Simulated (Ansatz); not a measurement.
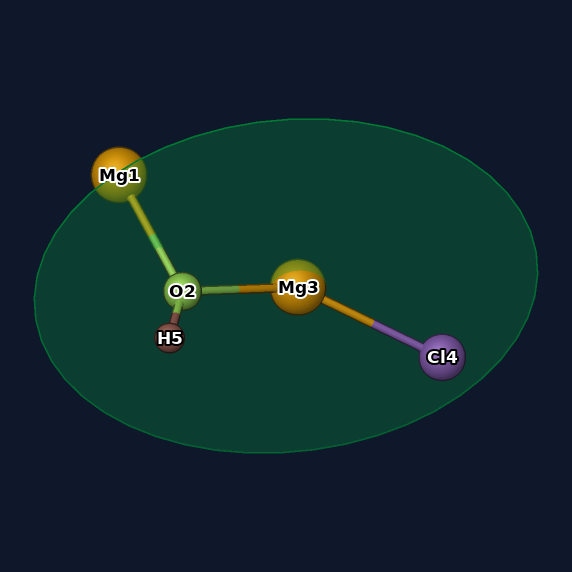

A disc through the centre of mass is drawn in. Depth is shown by fading: the farther an atom, the more it takes the colour of the background. The geometry was computed by an optimisation with PBE-D4/def2-SVP. No frequency run is at hand to confirm it as a minimum.

Is the plane of the disc a mirror plane of the structure?

Answer. No. The point group is Cs, with 1 mirror plane, and this plane isn't one of its mirror planes.
